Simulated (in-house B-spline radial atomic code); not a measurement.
The I³⁺ ion in the configuration [Kr] 4d10 5s2 5p2 (high spin). Theory: scalar-relativistic (spin-free one-electron X2C) LC-wPBE, spin-polarised, spherical density, exact exchange averaged over the configuration, Fermi nucleus, basis-set limit (computed with an in-house B-spline radial code). Radial functions and radii carry no picture-change correction.

```
Z = 53
electrons = 50.0
configuration = [Kr] 4d10 5s2 5p2
hamiltonian = x2c
method = lc_wpbe
spin_polarised = True
nucleus = fermi
rms_radius = 4.75
mass_number = 127
atomic_mass = 126.904472592
speed_of_light = 137.035999084
exact_exchange = averaged over the configuration
```

Launched within a batch that task.json describes:
```bash
python run_scf.py task.json out
```

Wanted: the number of electrons inside radius r (solid) and the radial density 4πr²ρ (dashed).

The count levels off at 50 electrons. Half of them lie within 0.375 bohr, 90 % within 1.33 bohr and 99 % within 2.74 bohr. The radial density has minima at 0.037, 0.16 and 0.51 bohr, where the count stands at 2.0, 11.2 and 29.0; these part the shells that the density resolves.

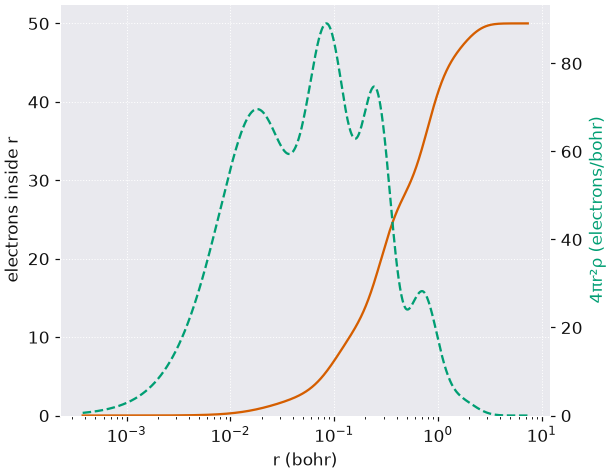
